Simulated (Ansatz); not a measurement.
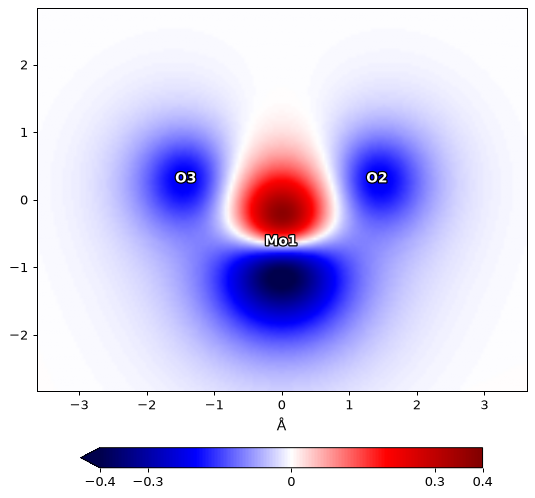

The picture shows: MoO2 (triplet). One frontier orbital on a plane 0.8 Å above the molecular plane (values in Å⁻³ᐟ²; the overall sign is arbitrary).

Geometry: r2SCAN-D4/def2-TZVP; core potentials replace the inner electrons of Mo.

Level of theory: UKS PBE0-D4/def2-TZVP in Ansatz 0.2.0.

### Which orbital is it: HOMO (α) or LUMO (α)?

The HOMO (α), at −6.65 eV. Its weight (Hirshfeld) is mainly on Mo1 (about 70 %), O2 (about 15 %) and O3 (about 15 %).
